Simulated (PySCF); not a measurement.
# CH10N2Si2 (SMILES NC[SiH2]N[SiH3]): what the fields show

The calculation's input:

```
{"job": {"kind": "nmr", "xc": "PBE0", "basis": "pcSseg-1"}, "charge": 0, "multiplicity": 1}
N     -2.014456    -0.964577     0.218046
C     -1.882915     0.383447    -0.327059
Si    -0.133870     0.623167    -1.046102
N      0.937758    -0.127464     0.075926
Si     2.663520    -0.065399     0.181809
H     -1.888706    -1.646450    -0.522339
H     -2.943498    -1.105302     0.604547
H     -2.642058     0.611681    -1.089773
H     -2.052334     1.081136     0.495321
H      0.153193     2.052804    -1.207039
H     -0.040599    -0.042403    -2.355598
H      0.463722    -0.623865     0.814976
H      3.066400    -1.208559     1.002478
H      3.199008    -0.147175    -1.176702
H      3.110421     1.186949     0.803940
```

Launched as:

```sh
OMP_NUM_THREADS=1 python probes_run.py task.json out
```

Geometry: GFN2-xTB.

Theory: PBE0/pcSseg-1, SCF density, gas phase, non-relativistic (PySCF).

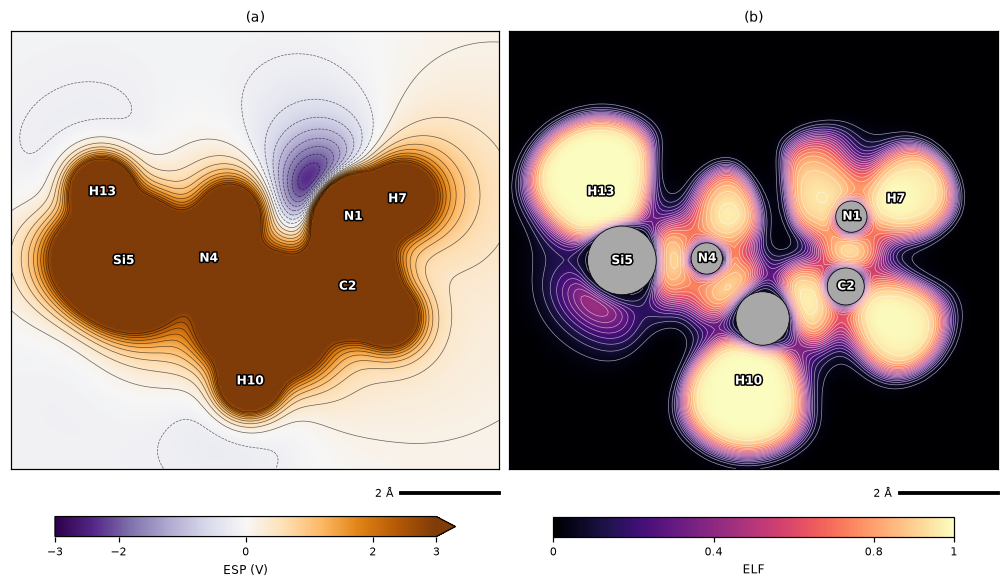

Figure 1. (a) electrostatic potential; (b) ELF on the plane of atoms N4, Si5 and H13. Grey discs cover the atomic cores in the ELF map.

### Read the bonding off the picture.

Atoms in the plane: N, C, Si and H. C–N (1.46 Å): the ELF peaks at about 0.90 between the atoms; a covalent bond. Si–N (1.73 Å): the ELF peaks at about 0.90 between the atoms, as expected for a shared but strongly polarised pair. N–H (1.02 Å): the ELF climbs to about 1 towards the hydrogen, as it does in any bond to H (an ordinary covalent bond to hydrogen). Si–H (1.46 Å): the ELF climbs to about 1 towards the hydrogen. The ELF also peaks beside N1, away from the bonds: lone-pair regions. Outside the dense part of the molecule the potential is most negative (−2.3 V) near N1.

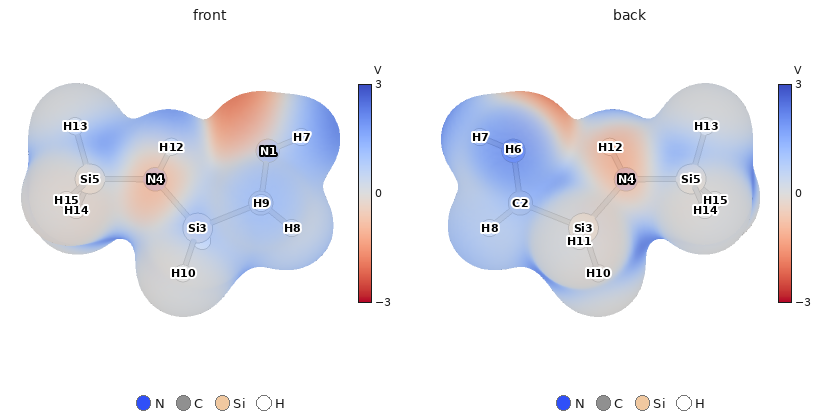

Figure 2. The molecular electrostatic potential painted on the density surface at 0.004 e/bohr³, seen from the front and from behind; red is negative and blue positive.

### Describe the electrostatic potential map.

The most negative region (about −1.7 V) lies over N1, the most positive (about +2.0 V) over Si3, Si5 and H7. N1 is the likeliest acceptor of a hydrogen bond.
